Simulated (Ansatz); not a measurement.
# SiH (quartet): one geometry, many settings at distance Si1–H2 = 1.336 Å

What do other methods and options give for SiH (quartet) at this geometry, and how long do they take?

Program: Ansatz 0.2.0, Gaussian basis. Level of theory: the settings change from run to run. These are calculated values, not measurements.

18 further runs of the same task are left out: 1 for a mislabelled method, 11 that didn't finish, 6 set aside as unsound or not needed.

## 1. The geometry

The geometry derives from a PBE0/def2-TZVP stationary point (not a proven minimum). One bond is set to the value named and the two fragments are kept rigid.

2 atoms, charge 0, spin multiplicity 4.

Atoms are counted from 1 here; the program's logs count them from 0.

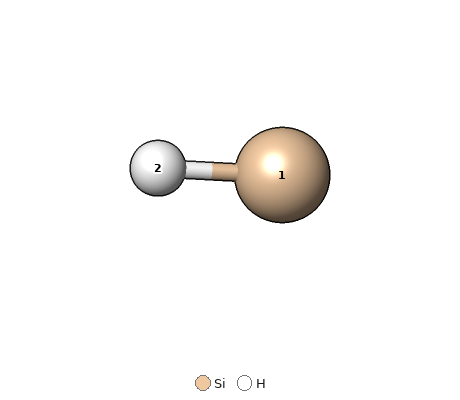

The geometry (silicon light orange, hydrogen white); atoms are numbered from 1 in the order of the file.

Geometry (Å):

```xyz
2
HSi
Si    0.00000    0.00000    0.00000
H     0.00000    0.00000    1.33600
```

## 2. CCSD on UHF/def2-SVPD

in.yaml

```yaml
crystal:
  periodic: [false, false, false]
  atoms:
    - {symbol: Si, position_ang: [0.000000, 0.000000, 0.000000]}
    - {symbol: H, position_ang: [0.000000, 0.000000, 1.336000]}
basis:
  gaussian: {orbitals: def2-SVPD}
magnetization: {spin_polarized: true, initial_magnetization: 3}
correlation: {method: ccsd, electrons: valence}
```

Launch:

```console
$ ansatz run in.yaml --threads 1 --pin off --events-out ev --progress --plain --max-ram 2393MiB
```

The program printed:

```text
Functional definition: HF
  name "HF"
  cite "Fock, Z. Phys. 61, 126 (1930) doi:10.1007/BF01340294"
  parent pbe
  exchange = exact_x
  correlation = 0
311 factors; integrals over basis functions are off by at most 6.9e-4 eV
mean field evaluation 1: about -7871.3678 eV, gradient 5.6e0 eV
mean field evaluation 2: about -7871.3681 eV, gradient 5.6e0 eV
mean field evaluation 4: about -7872.0150 eV, gradient 1.2e0 eV
mean field evaluation 8: about -7872.0670 eV, gradient 1.7e-3 eV
mean field evaluation 16: about -7872.0658 eV, gradient 1.9e-1 eV
mean field -7872.06700397 eV, -289.2931265173 hartree, gradient 1.3e-6 eV, S^2 3.751516; 0 other end points of the search recorded, 0 dependent functions left out
5 core orbitals not correlated: weight in the atoms' cores, before any rotation towards them, 1.000 or more for the frozen orbitals, at most 0.000 for the correlated occupied ones
reference -7872.06700397 eV, -289.2931265173 hartree; 4, 1 occupied and 23, 26 virtual orbitals, 311 factors
second order -1.38419888 eV of doubles, -0.00000000 eV of singles
cycle   1  -1.69057739 eV  change   -3.1e-1 eV  update   4.9e-2
cycle   2  -1.82237464 eV  change   -1.3e-1 eV  update   2.4e-2
cycle   3  -1.83781449 eV  change   -1.5e-2 eV  update   1.1e-2
cycle   4  -1.84124312 eV  change   -3.4e-3 eV  update   3.0e-3
cycle   5  -1.84136479 eV  change   -1.2e-4 eV  update   9.2e-4
cycle   6  -1.84137189 eV  change   -7.1e-6 eV  update   2.8e-4
cycle   7  -1.84151847 eV  change   -1.5e-4 eV  update   8.0e-5
cycle   8  -1.84148976 eV  change    2.9e-5 eV  update   2.5e-5
cycle   9  -1.84148163 eV  change    8.1e-6 eV  update   9.4e-6
cycle  10  -1.84148586 eV  change   -4.2e-6 eV  update   2.4e-6
Total energy: -7873.90848983 eV, -289.3607998744 hartree
```

Wall time 0.3 s (1 thread of Arm Neoverse V1, shared host).

From the report: ⟨S²⟩ of the determinant 3.752 (pure quartet: 3.75); correlation -1.8415 eV; T1 0.027; largest double amplitude 0.04.

## 3. CCSDT(Q)/B/cc-pVTZ

in.yaml

```yaml
crystal:
  periodic: [false, false, false]
  atoms:
    - {symbol: Si, position_ang: [0.000000, 0.000000, 0.000000]}
    - {symbol: H, position_ang: [0.000000, 0.000000, 1.336000]}
basis:
  gaussian: {orbitals: cc-pVTZ, point_charges: [{charge: 1.00, position_ang: [3.639, -0.481, -0.634]}]}
magnetization: {spin_polarized: true, initial_magnetization: 3}
hamiltonian: {xc: {name: PBE0}}
correlation: {method: ccsdt_q_b, electrons: valence}
```

Launched as before.

The program printed, shortened:

```text
Functional definition: PBE0
  name "PBE0"
  cite "Adamo & Barone, J. Chem. Phys. 110, 6158 (1999) doi:10.1063/1.478522"
  cite "Perdew, Burke & Ernzerhof, Phys. Rev. Lett. 77, 3865 (1996) doi:10.1103/PhysRevLett.77.3865"
  parent pbe
[...]
521 factors; integrals over basis functions are off by at most 1.4e-7 eV
[...]
mean field -7886.11295038 eV, -289.8093055271 hartree, gradient 2.3e-6 eV, S^2 3.750631; 0 other end points of the search recorded, 0 dependent functions left out
5 core orbitals not correlated: weight in the atoms' cores, before any rotation towards them, 1.000 or more for the frozen orbitals, at most 0.000 for the correlated occupied ones
reference -7874.88164762 eV, -289.3965627634 hartree; 4, 1 occupied and 39, 42 virtual orbitals, 521 factors
second order -1.82349662 eV of doubles, -0.07235684 eV of singles
cycle   1  -2.17167189 eV  change   -2.8e-1 eV  update   4.7e-2
[...]
cycle  14  -2.36435167 eV  change    1.5e-7 eV  update   6.1e-8
perturbative correction -0.00169061 eV, -0.0000621286 hartree
Total energy: -7877.24768989 eV, -289.4835132133 hartree
```

Run time: 7.5 s. Hardware: 1 thread of Arm Neoverse V1, shared host.

From the report: ⟨S²⟩ of the determinant 3.751 (pure quartet: 3.75); correlation -2.3660 eV; T1 0.011; largest double amplitude 0.06. The orbitals are Kohn-Sham ones, so correlation energy and T1 don't compare with those on Hartree-Fock orbitals.

## 4. BCCD(T) on UHF/cc-pVTZ

in.yaml

```yaml
crystal:
  periodic: [false, false, false]
  atoms:
    - {symbol: Si, position_ang: [0.000000, 0.000000, 0.000000]}
    - {symbol: H, position_ang: [0.000000, 0.000000, 1.336000]}
basis:
  gaussian: {orbitals: cc-pVTZ}
magnetization: {spin_polarized: true, initial_magnetization: 3}
correlation: {method: bccd_t, electrons: outside_noble_gas}
scf: {lower_state_search: off}
```

The command is unchanged.

The program printed, shortened:

```text
Functional definition: HF
  name "HF"
  cite "Fock, Z. Phys. 61, 126 (1930) doi:10.1007/BF01340294"
  parent pbe
[...]
282 factors; integrals over basis functions are off by at most 7.6e-4 eV
[...]
mean field -7874.84914361 eV, -289.3953682634 hartree, gradient 2.0e-6 eV, S^2 3.751567; 0 other end points of the search recorded, 0 dependent functions left out
5 core orbitals not correlated: weight in the atoms' cores, before any rotation towards them, 1.000 or more for the frozen orbitals, at most 0.000 for the correlated occupied ones
reference -7874.84914361 eV, -289.3953682634 hartree; 4, 1 occupied and 39, 42 virtual orbitals, 282 factors
second order -1.66167773 eV of doubles, -0.00000000 eV of singles
cycle   1  -1.97718504 eV  change   -3.2e-1 eV  update   5.0e-2
[...]
cycle  10  -2.11865530 eV  change   -2.7e-6 eV  update   3.0e-6
perturbative correction -0.07340124 eV, -0.0026974459 hartree
Total energy: -7877.04120015 eV, -289.4759248552 hartree
Checks for a lower state left out: stability, starts, cluster_reference, orbital_swaps, neighbouring_geometries, increment
```

It took 0.75 s on 1 thread of Arm Neoverse V1, shared host.

From the report: ⟨S²⟩ of the determinant 3.752 (pure quartet: 3.75); correlation -2.1921 eV; largest double amplitude 0.06.

## 5. BCCD(T)/cc-pVTZ

in.yaml: that of step 4 with these lines changed.

```diff
@@ -8,3 +8,4 @@
 magnetization: {spin_polarized: true, initial_magnetization: 3}
+hamiltonian: {xc: {name: r2SCAN}}
 correlation: {method: bccd_t, electrons: outside_noble_gas}
-scf: {lower_state_search: off}
+accuracy: high
```

Same command.

The program printed, shortened:

```text
Functional definition: r2SCAN
  name "r2SCAN"
  cite "Furness, Kaplan, Ning, Perdew & Sun, J. Phys. Chem. Lett. 11, 8208 (2020) doi:10.1021/acs.jpclett.0c02405"
  cite "Furness, Kaplan, Ning, Perdew & Sun, J. Phys. Chem. Lett. 11, 9248 (2020) doi:10.1021/acs.jpclett.0c03077"
  parent r2scan
[...]
628 factors; integrals over basis functions are off by at most 3.5e-9 eV
[...]
mean field -7888.58404692 eV, -289.9001166501 hartree, gradient 2.2e-8 eV, S^2 3.751271; 0 other end points of the search recorded, 0 dependent functions left out
5 core orbitals not correlated: weight in the atoms' cores, before any rotation towards them, 1.000 or more for the frozen orbitals, at most 0.000 for the correlated occupied ones
reference -7874.68696390 eV, -289.3894082687 hartree; 4, 1 occupied and 39, 42 virtual orbitals, 628 factors
second order -1.79921641 eV of doubles, -0.06004274 eV of singles
cycle   1  -2.13194286 eV  change   -2.7e-1 eV  update   4.1e-2
[...]
cycle  20  -2.23525875 eV  change  -3.9e-11 eV  update  3.0e-10
perturbative correction -0.07347450 eV, -0.0027001379 hartree
Total energy: -7876.99569714 eV, -289.4742526505 hartree
```

Run time: 4.8 s. Hardware: 1 thread of Arm Neoverse V1, shared host.

From the report: ⟨S²⟩ of the determinant 3.751 (pure quartet: 3.75); correlation -2.3087 eV; largest double amplitude 0.06.

## 6. BCCD(T) on ROHF/cc-pVTZ-DK

in.yaml

```yaml
crystal:
  periodic: [false, false, false]
  atoms:
    - {symbol: Si, position_ang: [0.000000, 0.000000, 0.000000]}
    - {symbol: H, position_ang: [0.000000, 0.000000, 1.336000]}
basis:
  gaussian: {orbitals: cc-pVTZ-DK}
magnetization: {spin_polarized: false, initial_magnetization: 3}
correlation: {method: bccd_t, electrons: outside_noble_gas}
accuracy: high
scf: {lower_state_search: full}
output: {forces: true}
```

Same command.

The program printed, shortened:

```text
Functional definition: HF
  name "HF"
  cite "Fock, Z. Phys. 61, 126 (1930) doi:10.1007/BF01340294"
  parent pbe
[...]
626 factors; integrals over basis functions are off by at most 3.5e-9 eV
[...]
mean field -7891.20105838 eV, -289.9962900472 hartree, gradient 1.7e-8 eV, S^2 3.750000; 5 other end points of the search recorded, 0 dependent functions left out
[...]
5 core orbitals not correlated: weight in the atoms' cores, before any rotation towards them, 1.000 or more for the frozen orbitals, at most 0.000 for the correlated occupied ones
reference -7891.20105838 eV, -289.9962900472 hartree; 4, 1 occupied and 39, 42 virtual orbitals, 626 factors
second order -1.67110268 eV of doubles, -0.01328411 eV of singles
cycle   1  -2.00232453 eV  change   -3.2e-1 eV  update   5.0e-2
[...]
cycle  20  -2.14204481 eV  change  -5.1e-11 eV  update  2.9e-10
perturbative correction -0.07378042 eV, -0.0027113806 hartree
[...]
Total energy: -7893.41688362 eV, -290.0777201228 hartree
Relativity: scalar
Atom 0 at     0.000000     0.000000     0.000000 Å, force     0.000000     0.000000    -3.788448 eV/Å
Atom 1 at     0.000000     0.000000     1.336000 Å, force    -0.000000    -0.000000     3.788448 eV/Å
Dipole moment:    -0.000000    -0.000000    -0.008268 e Å
```

Wall time 5 s (1 thread of Arm Neoverse V1, shared host); peak memory 0.25 GiB.

From the report: correlation -2.2158 eV; largest double amplitude 0.06.

## 7. The runs in one table

Where basis and cores are those of an earlier FCI/cc-pVTZ run (-7877.0598 eV), and the state is the same kind, the miss against it is given.

| level | correlated | functions | energy (eV) | from FCI (meV) | time |
| --- | --- | --- | --- | --- | --- |
| CCSD on UHF/def2-SVPD | valence | 32 | -7873.9085 |  | 0.3 s |
| CCSDT(Q)/B/cc-pVTZ (beside a point charge, on PBE0 orbitals) | valence | 48 | -7877.2477 |  | 7.5 s |
| BCCD(T) on UHF/cc-pVTZ | outside noble gas | 48 | -7877.0412 | 18.6 | 0.75 s |
| BCCD(T)/cc-pVTZ (on r2SCAN orbitals) | outside noble gas | 48 | -7876.9957 | 64.1 | 4.8 s |
| BCCD(T) on ROHF/cc-pVTZ-DK | outside noble gas | 48 | -7893.4169 |  | 5 s |

## 8. Results

```
quantity                                                                value
    runs                                                                    5
quickest                                         CCSD on UHF/def2-SVPD, 0.3 s
 slowest  CCSDT(Q)/B/cc-pVTZ (beside a point charge, on PBE0 orbitals), 7.5 s
```

In words: Total energies in different bases, with other cores or another treatment of relativity can't be set against each other. CCSDT(Q)/B/cc-pVTZ (beside a point charge, on PBE0 orbitals) took 25 times as long as CCSD on UHF/def2-SVPD; the jobs differ in more than the method. Among the correlated runs with a miss given, it spans +19 to +64 meV. Cores frozen from Kohn-Sham orbitals shift the total energy.
